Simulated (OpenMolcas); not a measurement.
**Single-point calculation of BNH2 (part 1 of 2)**

The run: single-point calculation of BNH2, SMILES B[N]. Method and program: CCSD(T)/STO-3G, RHF (OpenMolcas 26.06).

The geometry is that of the parent species in another charge or spin state. The geometry comes from this level: GFN2-xTB.

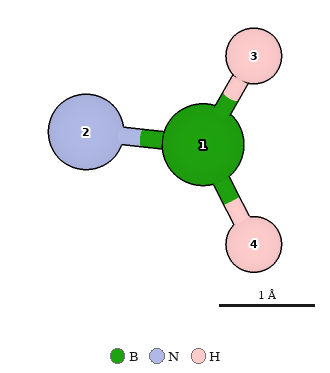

**Figure 1.** The structure (ball-and-stick view, seen at a tilt; atoms are numbered from 1 in the order of the input). Bond lengths as drawn: B–H 1.18 Å and B–N 1.31 Å.

Input
```
* BH2N CCSD(T)

&GATEWAY
 BasLib
 $CurrDir
 Coord
 4
 angstrom
 B       -0.035750       0.006580      -0.023930
 N        1.041780      -0.191660       0.697680
 H       -1.056920      -0.473990       0.334600
 H        0.050890       0.659060      -1.008340
 Basis
 STO-3G
 Group
 NoSym

&SEWARD

&SCF
 Thresholds
 1e-10 1e-07 1e-07 1e-05
 PrOrbitals
 1 1

&RASSCF
 FileOrb
 $Project.ScfOrb
 Spin
 1
 Nactel
 0 0 0
 Inactive
 7
 Ras2
 0
 OutOrbitals
 Canonical
 OrbListing
 Nothing

&MOTRA
 JobIph
 Frozen
 2

&CCSDT
 CCT
 Triples
 2
 Iterations
 80
 Accuracy
 1e-08
 Extrapolation
 5 4
```

Hardware: 1 thread of AMD EPYC (Zen 3), 64 GiB of memory available, shared host.

Launched with:
```bash
export MOLCAS_MEM=1860
pymolcas mol.inp > mol.log
```

What the program printed
```
--- Start Module: gateway ---

                                              &GATEWAY

                       available to each process: 1.9 GB of memory, 1 thread

 Basis Set     1 Label: B.STO-3G
 Basis set is read from library:.
 basistype.tbl is not found

 Basis Set     2 Label: N.STO-3G
 Basis set is read from library:.
 basistype.tbl is not found

 Basis Set     3 Label: H.STO-3G
 Basis set is read from library:.
 basistype.tbl is not found

++    Symmetry information:
      ---------------------

                    Character Table for C1

                             E
                    a        1  x, y, xy, Rz, z, xz, Ry, yz, Rx, I
--

++    Basis set information:
      ----------------------

      Basis set label: B.STO-3G.........

      Electronic valence basis set:
      ------------------
      Associated Effective Charge   5.000000 au
      Associated Actual Charge      5.000000 au
      Nuclear Model: Point charge

      Shell  nPrim  nBasis  Cartesian Spherical Contaminant
         s       6       2        X
         p       3       1        X

      Basis set label: N.STO-3G.........

      Electronic valence basis set:
      ------------------
      Associated Effective Charge   7.000000 au
      Associated Actual Charge      7.000000 au
      Nuclear Model: Point charge

      Shell  nPrim  nBasis  Cartesian Spherical Contaminant
         s       6       2        X
         p       3       1        X

      Basis set label: H.STO-3G.........

      Electronic valence basis set:
      ------------------
      Associated Effective Charge   1.000000 au
      Associated Actual Charge      1.000000 au
      Nuclear Model: Point charge

      Shell  nPrim  nBasis  Cartesian Spherical Contaminant
         s       3       1        X
--

++    Molecular structure info:
      -------------------------

                    ************************************************
                    **** Cartesian Coordinates / bohr, angstrom ****
                    ************************************************

     Center  Label                x              y              z                     x              y              z
        1      B1              -0.067558       0.012434      -0.045221             -0.035750       0.006580      -0.023930
        2      N2               1.968679      -0.362185       1.318424              1.041780      -0.191660       0.697680
        3      H3              -1.997289      -0.895711       0.632302             -1.056920      -0.473990       0.334600
        4      H4               0.096168       1.245443      -1.905486              0.050890       0.659060      -1.008340

                    ***************************************
                    *    InterNuclear Distances / bohr    *
                    ***************************************

               1 B1            2 N2            3 H3            4 H4
    1 B1       0.000000
    2 N2       2.479138        0.000000
    3 H3       2.237774        4.060088        0.000000
    4 H4       2.237790        4.060094        3.925236        0.000000

                    *******************************************
                    *    InterNuclear Distances / angstrom    *
                    *******************************************

               1 B1            2 N2            3 H3            4 H4
    1 B1       0.000000
    2 N2       1.311904        0.000000
    3 H3       1.184179        2.148506        0.000000
    4 H4       1.184187        2.148509        2.077145        0.000000

                    **************************************
                    *    Valence Bond Angles / degree    *
                    **************************************
                          Atom centers                 Phi
                      2 N2       1 B1       3 H3       118.71
                      2 N2       1 B1       4 H4       118.71
                      3 H3       1 B1       4 H4       122.57
--

            Nuclear Potential Energy             22.28947900 au

--- Stop Module: gateway /rc=_RC_ALL_IS_WELL_ ---

--- Start Module: seward ---

                                              &SEWARD

                       available to each process: 1.9 GB of memory, 1 thread

               SEWARD will generate:
                  Multipole Moment integrals up to order  2
                  Kinetic Energy integrals
                  Nuclear Attraction integrals (point charge)
                  One-Electron Hamiltonian integrals
                  Velocity integrals
                  Orbital angular momentum around (  0.9216  -0.1695   0.6172 )
                  Velocity quadrupole around (  0.9216  -0.1695   0.6172 )
                  Two-Electron Repulsion integrals

                   Integrals are discarded if absolute value <: 1.00E-14
                   Integral cutoff threshold is set to       <: 1.00E-16

            Nuclear Potential Energy             22.28947900 au

      Basis set specifications :
      Symmetry species         a
      Basis functions           12

--- Stop Module: seward /rc=_RC_ALL_IS_WELL_ ---

--- Start Module: scf ---

                                                &SCF

                       available to each process: 1.9 GB of memory, 1 thread

++    Input section:
      --------------

      Header of the integral files:

      Cartesian coordinates in angstrom:
      -----------------------------------------------------
      No.  Label        X            Y            Z
      -----------------------------------------------------
       1   B1        -0.03575000   0.00658000  -0.02393000
       2   N2         1.04178000  -0.19166000   0.69768000
       3   H3        -1.05692000  -0.47399000   0.33460000
       4   H4         0.05089000   0.65906000  -1.00834000
      -----------------------------------------------------
      Nuclear repulsion energy =   22.28947900
--

++    Orbital specifications:
      -----------------------

      Symmetry species               1
                                     a
      Frozen orbitals                0
      Occupied orbitals              7
      Secondary orbitals             5
      Deleted orbitals               0
      Total number of orbitals      12
      Number of basis functions     12
--

      Molecular charge                           0.000

++    Optimization specifications:
      ----------------------------

      SCF Algorithm: Conventional
      Minimized density differences are used
      Number of density matrices in core                 5
      Maximum number of NDDO SCF iterations            400
      Maximum number of HF SCF iterations              400
      Threshold for SCF energy change             1.00E-10
      Threshold for density matrix                1.00E-07
      Threshold for Fock matrix                   1.00E-07
      Threshold for linear dependence             1.00E-09
      Threshold at which DIIS is turned on        1.50E-01
      Maximum depth in the DIIS procedure                5
      Maximum depth in the BFGS Hessian update          30
      Threshold at which QNR/C2DIIS is turned on  7.50E-02
      Threshold for Norm(delta) (QNR/C2DIIS)      1.00E-05
      All orbitals punched on: SCFORB
--

      Input vectors read from INPORB
      Orbital file label: *Guess orbitals

++ Convergence information
                                   SCF        iterations: Energy and convergence statistics

Iter     Tot. SCF        One-elec.       Two-elec.     Energy      Max Dij or  Max Fij      DNorm      TNorm      AccCon     Time
         Energy          Energy          Energy        Change      Delta Norm                                                in Sec.
   1   -78.807861324  -152.669668593    51.572328269   0.00E+00    7.07E-01*   3.07E-01*    5.16E+00   2.58E+01   None         0.
   2   -79.018988254  -150.432257499    49.123790246  -2.11E-01*   3.36E-01*   1.77E-01*    2.11E+00   2.53E+01   EDIIS        0.
   3   -79.146964971  -151.617393340    50.180949370  -1.28E-01*   1.93E-01*   6.99E-02*    5.64E-01   2.55E+01   EDIIS        0.
   4   -79.162922116  -151.212674523    49.760273408  -1.60E-02*   1.01E-01*   3.77E-02*    1.77E-01   2.54E+01   EDIIS        0.
   5   -79.167158991  -151.375902755    49.919264764  -4.24E-03*   3.19E-02*   1.09E-02*    5.83E-02   2.55E+01   c2DIIS       0.
   6   -79.168052601  -151.322596061    49.865064461  -8.94E-04*   9.02E-03*   4.78E-03*    1.04E-02   2.55E+01   QNRc2DIIS    0.
   7   -79.168223819  -151.326002561    49.868299743  -1.71E-04*   9.51E-03*   2.36E-03*    1.68E-03   2.55E+01   QNRc2DIIS    0.
   8   -79.168281890  -151.321333341    49.863572452  -5.81E-05*   7.07E-04*   3.99E-04*    4.08E-04   2.55E+01   QNRc2DIIS    0.
   9   -79.168282844  -151.322948560    49.865186717  -9.54E-07*   2.62E-04*   1.17E-04*    1.46E-04   2.55E+01   QNRc2DIIS    0.
  10   -79.168282923  -151.323144120    49.865382198  -7.85E-08*   1.78E-05*   5.55E-06*    4.65E-05   2.55E+01   QNRc2DIIS    0.
  11   -79.168282923  -151.323134919    49.865372997  -2.23E-10*   2.81E-06    9.70E-07*    3.56E-05   2.55E+01   QNRc2DIIS    0.
  12   -79.168282923  -151.323137107    49.865375185  -6.39E-12    2.67E-08    2.03E-08     3.26E-04   2.55E+01   QNRc2DIIS    0.

       Convergence after  12 Iterations
--

 *****************************************************************************************************************************
 *                                             SCF/KS-DFT Program, Final results                                             *
 *                                                       Final Results                                                       *
 *****************************************************************************************************************************

::    Total SCF energy                                -79.1682829228
      One-electron energy                            -151.3231371067
      Two-electron energy                              49.8653751848
      Nuclear repulsion energy                         22.2894789991
      Kinetic energy (interpolated)                    79.0538597851
      Virial theorem                                    1.0014474074
      Total spin, S(S+1)                                0.0000000000
      Total spin, S                                     0.0000000000
      Max non-diagonal density matrix element           0.0000000278
      Max non-diagonal Fock matrix element              0.0000000024

      All orbitals with orbital energies smaller than  E(LUMO)+0.5 are printed

++    Molecular orbitals:
      -------------------

      Title: SCF orbitals

      Molecular orbitals for symmetry species 1: a

          Orbital            1         2         3         4         5         6         7         8         9
          Energy          -15.3937   -7.3930   -1.0517   -0.6060   -0.4969   -0.4512   -0.4037    0.1545    0.3298
          Occ. No.          2.0000    2.0000    2.0000    2.0000    2.0000    2.0000    2.0000    0.0000    0.0000

--

++    Molecular charges:
      ------------------

      Mulliken charges per centre and basis function type
      ---------------------------------------------------

                B1      N2      H3      H4
      1s       2.8541  3.8542  1.0089  1.0089
      2px      0.7450  1.1408  0.0000  0.0000
      2pz      0.7109  0.9582  0.0000  0.0000
      2py      0.5740  1.1449  0.0000  0.0000
      Total    4.8841  7.0980  1.0089  1.0089

      N-E      0.1159 -0.0980 -0.0089 -0.0089

      Total electronic charge=   14.000000

      Total            charge=   -0.000000
--

++    Molecular properties:
      ---------------------

      Charge (e):
                      =   -0.0000
      Dipole Moment (debye):
      Origin of the operator (angstrom)=    0.4877   -0.0897    0.3266
                   X= -5.4776E-01               Y=  1.0079E-01               Z= -3.6682E-01           Total=  6.6690E-01
      Quadrupole Moment (debye*angstrom):
      Origin of the operator (angstrom)=    0.4877   -0.0897    0.3266
                  XX= -1.2298E+01              XY=  4.8522E-01              XZ= -1.1297E+00              YY= -1.1100E+01
                  YZ= -1.6308E-01              ZZ= -1.1502E+01
      In traceless form (debye*angstrom)
                  XX= -9.9719E-01              XY=  7.2783E-01              XZ= -1.6946E+00              YY=  7.9994E-01
                  YZ= -2.4462E-01              ZZ=  1.9724E-01
--

--- Stop Module: scf /rc=_RC_ALL_IS_WELL_ ---

--- Start Module: rasscf ---

                                              &RASSCF

                       available to each process: 1.9 GB of memory, 1 thread

      Header of the ONEINT file:
      --------------------------

      OrdInt status: non-squared

      Cartesian coordinates in angstrom:
      -----------------------------------------------------
      No.  Label        X            Y            Z
      -----------------------------------------------------
       1   B1        -0.03575000   0.00658000  -0.02393000
       2   N2         1.04178000  -0.19166000   0.69768000
       3   H3        -1.05692000  -0.47399000   0.33460000
       4   H4         0.05089000   0.65906000  -1.00834000
      -----------------------------------------------------
      Nuclear repulsion energy =   22.28947900

++    Wave function specifications:
      -----------------------------

      Number of closed shell electrons          14
      Number of electrons in active shells       0
      Max number of holes in RAS1 space          0
      Max nr of electrons in RAS3 space          0
      Number of inactive orbitals                7
      Number of active orbitals                  0
      Number of secondary orbitals               5
      Spin quantum number                      0.0
      State symmetry                             1
--

++    Orbital specifications:
      -----------------------

      Symmetry species                           1
                                                 a
      Frozen orbitals                            0
      Inactive orbitals                          7
      Active orbitals                            0
      RAS1 orbitals                              0
      RAS2 orbitals                              0
      RAS3 orbitals                              0
      Secondary orbitals                         5
      Deleted orbitals                           0
      Number of basis functions                 12
--

++    CI expansion specifications:
      ----------------------------
```
